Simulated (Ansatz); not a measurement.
# H5OSi with multiplicity 2: two geometries relaxed, part 2 of 2

Aim: relax the geometries before and after the reaction (atom abstraction by a radical), and see whether they are two minima and how far apart in energy. Meant to form: H2–O6; to break: Si1–H2. The start is a guess near the saddle point, from which both ends are pulled out.

Ansatz 0.2.0; UKS PBE/6-31G*. Earlier steps stand in the parts before.

### Step 5. A restrained relaxation towards end B

Springs on the bonds that form and break draw the guess towards this end; the thresholds are loose.

input.yaml reads:

```yaml
crystal:
  periodic: [false, false, false]
  atoms:
    - { symbol: Si, position_ang: [0.0, 0.0, 0.0] }
    - { symbol: H, position_ang: [0.0, 0.0, 1.71] }
    - { symbol: H, position_ang: [1.3768, 0.0, -0.4862] }
    - { symbol: H, position_ang: [-0.6877, 1.1914, -0.4862] }
    - { symbol: H, position_ang: [-0.6877, -1.1914, -0.4862] }
    - { symbol: O, position_ang: [0.0, 0.0, 3.02] }
    - { symbol: H, position_ang: [-0.5144, -0.8011, 3.3571] }
magnetization:
  spin_polarized: true
  initial_magnetization: 1
basis:
  gaussian: { orbitals: "6-31G*" }
hamiltonian:
  xc: pbe
relax:
  f_tol: 0.15
  max_steps: 25
  restrain:
    - { distance: [1, 5], at: 1.01, k: 30.0 }
    - { distance: [0, 1], at: 2.66, k: 30.0 }
```

The run is started by

```bash
ansatz run input.yaml --threads 1 --pin off --max-ram 2048MiB --backend cpu --events-out ev --progress --plain --runs-dir out
```

What it wrote:

```text
Warning: RAYON_NUM_THREADS=1 ignored (pool sized by the plan → 1); use --threads N
The last accepted step is kept in <dir> (removed where the run ends without a failure and the disk answers)
Engine: ansatz 0.2.0, aarch64-unknown-linux-gnu
Functional definition: PBE
  parameter kappa = 0.804
  parameter beta = 0.06672455060314922
  exchange = pbe_x(kappa = kappa, mu = beta*pi^2/3)
  correlation = pbe_c(beta = beta)
573 factors; their error is unknown
mean field evaluation 1: about -9991.2260 eV, gradient 3.5e1 eV
mean field evaluation 2: about -9918.6134 eV, gradient 1.1e2 eV
mean field evaluation 4: about -9995.3458 eV, gradient 9.9e0 eV
mean field evaluation 8: about -9995.9299 eV, gradient 9.6e-2 eV
mean field evaluation 16: about -9995.9299 eV, gradient 1.5e-5 eV
mean field -9995.92993770 eV, -367.3436497260 hartree, gradient 1.5e-5 eV, S^2 0.753461; 1 other end points of the search recorded, 0 dependent functions left out
the calculation of the forces begins
reference -9995.92996839 eV, -367.3436508536 hartree; 14, 13 occupied and 30, 31 virtual orbitals, 573 factors
relax step   1: F+E_penalty+E_count = -9995.92993770 eV  Δ(F+E_penalty+E_count) = +0.000e0 eV  max|allowed force component| = 1.467e0 eV/Å  E_restraint = 14.88750000 eV  max|allowed force component, restraints' pulls added| = 3.897e1 eV/Å  Δτ_max = 0.0000 Å  (44 SCF iters, accepted)
  distance H 1 - O 5 = 1.3100 Å
  distance Si 0 - H 1 = 1.7100 Å
these checks for a lower state are left out or cut short: starts, cluster_reference, orbital_swaps, neighbouring_geometries, increment
573 factors; their error is unknown
mean field -9996.28441823 eV, -367.3566766450 hartree, gradient 6.8e-5 eV, S^2 0.752854; 0 other end points of the search recorded, 0 dependent functions left out
the calculation of the forces begins
reference -9996.28445068 eV, -367.3566778375 hartree; 14, 13 occupied and 30, 31 virtual orbitals, 573 factors
relax step   2: F+E_penalty+E_count = -9996.28441823 eV  Δ(F+E_penalty+E_count) = -3.545e-1 eV  max|allowed force component| = 2.617e0 eV/Å  E_restraint = 5.47958603 eV  max|allowed force component, restraints' pulls added| = 2.368e1 eV/Å  Δτ_max = 0.1948 Å  (30 SCF iters, accepted)
  distance H 1 - O 5 = 1.1174 Å
  distance Si 0 - H 1 = 2.0652 Å
these checks for a lower state are left out or cut short: starts, cluster_reference, orbital_swaps, neighbouring_geometries, increment
573 factors; their error is unknown
mean field evaluation 32: about -9996.3984 eV, gradient 2.5e-5 eV
mean field -9996.39840976 eV, -367.3608657565 hartree, gradient 2.9e-5 eV, S^2 0.753425; 0 other end points of the search recorded, 0 dependent functions left out
the calculation of the forces begins
reference -9996.39844395 eV, -367.3608670130 hartree; 14, 13 occupied and 30, 31 virtual orbitals, 573 factors
relax step   3: F+E_penalty+E_count = -9996.39840976 eV  Δ(F+E_penalty+E_count) = -1.140e-1 eV  max|allowed force component| = 3.613e0 eV/Å  E_restraint = 1.02948074 eV  max|allowed force component, restraints' pulls added| = 6.637e0 eV/Å  Δτ_max = 0.1949 Å  (29 SCF iters, accepted)
  distance H 1 - O 5 = 0.9282 Å
  distance Si 0 - H 1 = 2.4111 Å
these checks for a lower state are left out or cut short: starts, cluster_reference, orbital_swaps, neighbouring_geometries, increment
573 factors; their error is unknown
mean field -9996.56077564 eV, -367.3668325927 hartree, gradient 1.7e-5 eV, S^2 0.753904; 0 other end points of the search recorded, 0 dependent functions left out
the calculation of the forces begins
reference -9996.56081132 eV, -367.3668339037 hartree; 14, 13 occupied and 30, 31 virtual orbitals, 573 factors
relax step   4: F+E_penalty+E_count = -9996.56077564 eV  Δ(F+E_penalty+E_count) = -1.624e-1 eV  max|allowed force component| = 1.083e0 eV/Å  E_restraint = 0.00228713 eV  max|allowed force component, restraints' pulls added| = 1.473e0 eV/Å  Δτ_max = 0.1913 Å  (26 SCF iters, accepted)
  distance H 1 - O 5 = 1.0107 Å
  distance Si 0 - H 1 = 2.6477 Å
these checks for a lower state are left out or cut short: starts, cluster_reference, orbital_swaps, neighbouring_geometries, increment
573 factors; their error is unknown
mean field -9996.67252023 eV, -367.3709391306 hartree, gradient 6.3e-5 eV, S^2 0.752480; 0 other end points of the search recorded, 0 dependent functions left out
the calculation of the forces begins
reference -9996.67255425 eV, -367.3709403808 hartree; 14, 13 occupied and 30, 31 virtual orbitals, 573 factors
relax step   5: F+E_penalty+E_count = -9996.67252023 eV  Δ(F+E_penalty+E_count) = -1.117e-1 eV  max|allowed force component| = 1.168e0 eV/Å  E_restraint = 0.00047366 eV  max|allowed force component, restraints' pulls added| = 1.201e0 eV/Å  Δτ_max = 0.1912 Å  (29 SCF iters, accepted)
  distance H 1 - O 5 = 1.0145 Å
  distance Si 0 - H 1 = 2.6633 Å
these checks for a lower state are left out or cut short: starts, cluster_reference, orbital_swaps, neighbouring_geometries, increment
573 factors; their error is unknown
mean field -9996.61566815 eV, -367.3688498549 hartree, gradient 1.4e-5 eV, S^2 0.751761; 0 other end points of the search recorded, 0 dependent functions left out
the calculation of the forces begins
reference -9996.61570215 eV, -367.3688511045 hartree; 14, 13 occupied and 30, 31 virtual orbitals, 573 factors
relax step   6: F+E_penalty+E_count = -9996.61566815 eV  Δ(F+E_penalty+E_count) = +5.685e-2 eV  max|allowed force component| = 1.200e0 eV/Å  E_restraint = 0.00724148 eV  max|allowed force component, restraints' pulls added| = 1.830e0 eV/Å  Δτ_max = 0.1952 Å  (28 SCF iters, rejected (line search))
  distance H 1 - O 5 = 1.0035 Å
  distance Si 0 - H 1 = 2.6390 Å
these checks for a lower state are left out or cut short: starts, cluster_reference, orbital_swaps, neighbouring_geometries, increment
573 factors; their error is unknown
mean field -9996.71360013 eV, -367.3724487888 hartree, gradient 7.9e-5 eV, S^2 0.752090; 0 other end points of the search recorded, 0 dependent functions left out
the calculation of the forces begins
reference -9996.71363389 eV, -367.3724500294 hartree; 14, 13 occupied and 30, 31 virtual orbitals, 573 factors
relax step   7: F+E_penalty+E_count = -9996.71360013 eV  Δ(F+E_penalty+E_count) = -4.108e-2 eV  max|allowed force component| = 4.662e-1 eV/Å  E_restraint = 0.00359431 eV  max|allowed force component, restraints' pulls added| = 7.044e-2 eV/Å  Δτ_max = 0.0691 Å  (25 SCF iters, accepted)
  distance H 1 - O 5 = 0.9945 Å
  distance Si 0 - H 1 = 2.6598 Å
573 factors; their error is unknown
mean field evaluation 64: about -9996.6730 eV, gradient 3.3e0 eV
mean field -9996.71360013 eV, -367.3724487888 hartree, gradient 7.9e-5 eV, S^2 0.752090; 1 other end points of the search recorded, 0 dependent functions left out
the calculation of the forces begins
reference -9996.71363389 eV, -367.3724500294 hartree; 14, 13 occupied and 30, 31 virtual orbitals, 573 factors
Total energy: -9996.71363389 eV, -367.3724500294 hartree
Atom 0 at     0.002937     0.005260    -0.274871 Å, force     0.002205    -0.001520    -0.064378 eV/Å
Atom 1 at     0.087618     0.145538     2.379875 Å, force    -0.059643    -0.096450     0.466151 eV/Å
Atom 2 at     1.428719    -0.013305    -0.742858 Å, force    -0.025480    -0.000352     0.017508 eV/Å
Atom 3 at    -0.724497     1.231588    -0.742699 Å, force     0.010937    -0.020482     0.016028 eV/Å
Atom 4 at    -0.721266    -1.247931    -0.676703 Å, force     0.014372     0.025701     0.033483 eV/Å
Atom 5 at    -0.029441    -0.049996     3.347933 Å, force     0.073713     0.117674    -0.453908 eV/Å
Atom 6 at    -0.557070    -0.872255     3.337823 Å, force    -0.016104    -0.024571    -0.014885 eV/Å
Dipole moment:    -0.139138    -0.212428    -0.412242 e Å
```

Wall time 12 s (1 thread of Arm Neoverse V1, shared host); peak memory 0.11 GiB.

Relaxation path:

```
step  energy from step 1 (eV)  largest force component (eV/Å)
   1                   0.0000                          1.4670
   2                  -0.3545                          2.6171
   3                  -0.4685                          3.6132
   4                  -0.6308                          1.0830
   5                  -0.7426                          1.1682
  6x                  -0.6857                          1.2004
   7                  -0.7837                          0.4662
```

Step 1 is the start. 1 step was tried and not accepted (marked x). Energies and forces in the table leave out the springs, which the log lists apart; the run stops on the force with the springs' pull added.

After: Bond lengths: Si1–H3 1.501 Å, Si1–H4 1.501 Å, Si1–H5 1.502 Å, H2–O6 0.995 Å, O6–H7 0.977 Å. Angles: H3–Si1–H4 111.9°, H3–Si1–H5 111.4°, H4–Si1–H5 111.4°, H2–O6–H7 102.6°.

Pairs that crossed the distance rule for bonds on the way: came closer H2–O6.

### Step 6. Relaxing end B

It starts where the restrained run ended.

input.yaml reads:

```yaml
crystal:
  periodic: [false, false, false]
  atoms:
    - { symbol: Si, position_ang: [0.002937, 0.00526, -0.274871] }
    - { symbol: H, position_ang: [0.087618, 0.145538, 2.379875] }
    - { symbol: H, position_ang: [1.428719, -0.013305, -0.742858] }
    - { symbol: H, position_ang: [-0.724497, 1.231588, -0.742699] }
    - { symbol: H, position_ang: [-0.721266, -1.247931, -0.676703] }
    - { symbol: O, position_ang: [-0.029441, -0.049996, 3.347933] }
    - { symbol: H, position_ang: [-0.55707, -0.872255, 3.337823] }
magnetization:
  spin_polarized: true
  initial_magnetization: 1
basis:
  gaussian: { orbitals: "6-31G*" }
hamiltonian:
  xc: pbe
relax:
  f_tol: 0.03
  max_steps: 50
```

The run is started by

```bash
ansatz run input.yaml --threads 1 --pin off --max-ram 2048MiB --backend cpu --events-out ev --progress --plain --runs-dir out
```

What it wrote, shortened:

```text
Warning: RAYON_NUM_THREADS=1 ignored (pool sized by the plan → 1); use --threads N
[...]
Functional definition: PBE
[...]
573 factors; their error is unknown
[...]
mean field -9996.71359988 eV, -367.3724487797 hartree, gradient 1.4e-5 eV, S^2 0.752090; 0 other end points of the search recorded, 0 dependent functions left out
[...]
reference -9996.71363359 eV, -367.3724500187 hartree; 14, 13 occupied and 30, 31 virtual orbitals, 573 factors
relax step   1: F+E_penalty+E_count = -9996.71359988 eV  Δ(F+E_penalty+E_count) = +0.000e0 eV  max|allowed force component| = 4.661e-1 eV/Å  Δτ_max = 0.0000 Å  (27 SCF iters, accepted)
[...]
relax step   5: F+E_penalty+E_count = -9996.73823446 eV  Δ(F+E_penalty+E_count) = -1.502e-2 eV  max|allowed force component| = 1.366e-1 eV/Å  Δτ_max = 0.0971 Å  (26 SCF iters, accepted)
[...]
relax step   9: F+E_penalty+E_count = -9996.78053753 eV  Δ(F+E_penalty+E_count) = -1.995e-2 eV  max|allowed force component| = 2.849e-1 eV/Å  Δτ_max = 0.0974 Å  (28 SCF iters, accepted)
[...]
relax step  13: F+E_penalty+E_count = -9996.84348203 eV  Δ(F+E_penalty+E_count) = -2.974e-2 eV  max|allowed force component| = 2.740e-1 eV/Å  Δτ_max = 0.2000 Å  (29 SCF iters, accepted)
[...]
relax step  17: F+E_penalty+E_count = -9996.86104522 eV  Δ(F+E_penalty+E_count) = -7.008e-3 eV  max|allowed force component| = 5.389e-1 eV/Å  Δτ_max = 0.0556 Å  (25 SCF iters, accepted)
[...]
relax step  18: F+E_penalty+E_count = -9996.86489593 eV  Δ(F+E_penalty+E_count) = -3.851e-3 eV  max|allowed force component| = 4.956e-1 eV/Å  Δτ_max = 0.0333 Å  (25 SCF iters, accepted)
[...]
573 factors; their error is unknown
```

### Step 7. The output, continued: end point B relaxed

The log, continued, shortened:

```text
mean field -9996.87305308 eV, -367.3783085768 hartree, gradient 1.4e-5 eV, S^2 0.751981; 0 other end points of the search recorded, 0 dependent functions left out
[...]
reference -9996.87308579 eV, -367.3783097789 hartree; 14, 13 occupied and 30, 31 virtual orbitals, 573 factors
relax step  19: F+E_penalty+E_count = -9996.87305308 eV  Δ(F+E_penalty+E_count) = -8.157e-3 eV  max|allowed force component| = 2.281e-2 eV/Å  Δτ_max = 0.0678 Å  (27 SCF iters, accepted)
[...]
relax step  22: F+E_penalty+E_count = -9996.87566851 eV  Δ(F+E_penalty+E_count) = -1.741e-3 eV  max|allowed force component| = 1.263e-2 eV/Å  Δτ_max = 0.0621 Å  (25 SCF iters, accepted)
[...]
relax step  25: F+E_penalty+E_count = -9996.87653597 eV  Δ(F+E_penalty+E_count) = -6.096e-4 eV  max|allowed force component| = 5.633e-2 eV/Å  Δτ_max = 0.0139 Å  (25 SCF iters, accepted)
[...]
reference -9996.87740837 eV, -367.3784686308 hartree; 14, 13 occupied and 30, 31 virtual orbitals, 573 factors
Total energy: -9996.87740837 eV, -367.3784686308 hartree
Atom 0 at    -0.200797     0.158446    -0.053156 Å, force    -0.002479     0.002586     0.006681 eV/Å
Atom 1 at     0.380565     0.354881     2.856668 Å, force     0.000465     0.000632     0.000381 eV/Å
Atom 2 at     1.298641     0.219122    -0.037333 Å, force     0.002515     0.000681    -0.001392 eV/Å
Atom 3 at    -0.694721     0.910376    -1.269559 Å, force     0.000574    -0.000669    -0.002009 eV/Å
Atom 4 at    -0.672378    -1.263020    -0.156795 Å, force    -0.000582    -0.003022    -0.002361 eV/Å
Atom 5 at     0.162780    -0.543970     2.534466 Å, force     0.000400    -0.001404    -0.001811 eV/Å
Atom 6 at    -0.787090    -0.636936     2.754209 Å, force    -0.000894     0.001196     0.000511 eV/Å
Dipole moment:    -0.197383     0.181847     0.492850 e Å
```

It took 46 s on 1 thread of Arm Neoverse V1, shared host; peak memory 0.11 GiB.

Step by step, one in 2:

```
step  energy from step 1 (eV)  largest force component (eV/Å)
   1                   0.0000                          0.4661
   3                  -0.0096                          0.3628
   5                  -0.0246                          0.1366
   7                  -0.0470                          0.4120
   9                  -0.0669                          0.2849
  11                  -0.0976                          0.1216
  13                  -0.1299                          0.2740
  15                  -0.1387                          0.5707
  17                  -0.1474                          0.5389
  19                  -0.1595                          0.0228
  21                  -0.1603                          0.1159
 23x                  -0.1521                          0.7171
  25                  -0.1629                          0.0563
 27x                  -0.1625                          0.2403
  29                  -0.1636                          0.0826
  31                  -0.1638                          0.0067
```

Step 1 is the start. 5 steps were tried and not accepted (marked x).

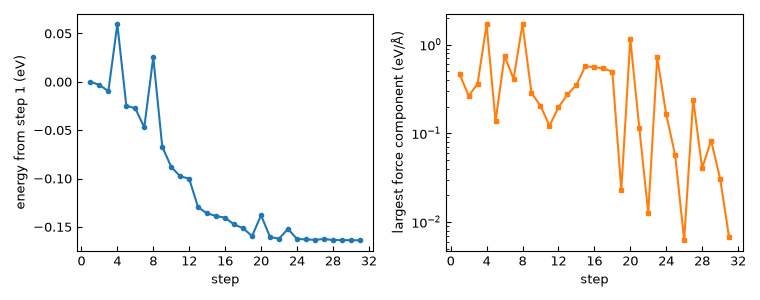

How energy and force went from step to step.

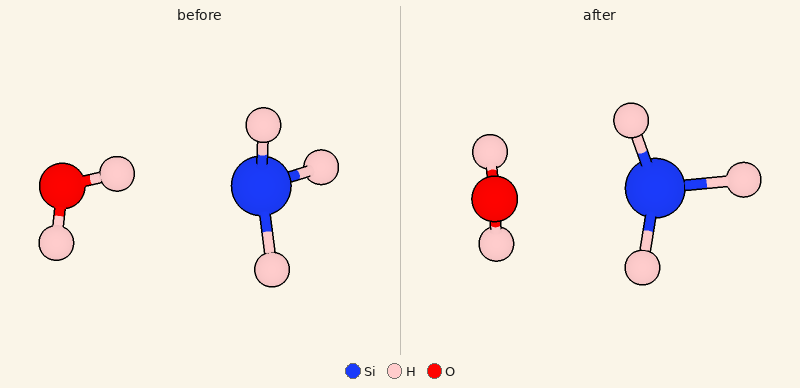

The structure before (left) and after (right), drawn at the same scale.

After: Bond lengths: Si1–H3 1.501 Å, Si1–H4 1.513 Å, Si1–H5 1.501 Å, H2–O6 0.979 Å, O6–H7 0.979 Å. Angles: H3–Si1–H4 108.3°, H3–Si1–H5 110.7°, H4–Si1–H5 108.2°, H2–O6–H7 103.2°.

### Step 8. What came out

What follows sums up all 2 parts.

| quantity | value |
| --- | --- |
| end A | 27 moves, 1.294 eV lower |
| end B | 25 moves, 0.164 eV lower |
| largest difference between the ends | 0.01 Å |
| end B relative to end A | +0.000 eV |

In words: The two relaxations end at one structure, within 0.01 Å: no second minimum was found from this start, which doesn't rule one out.
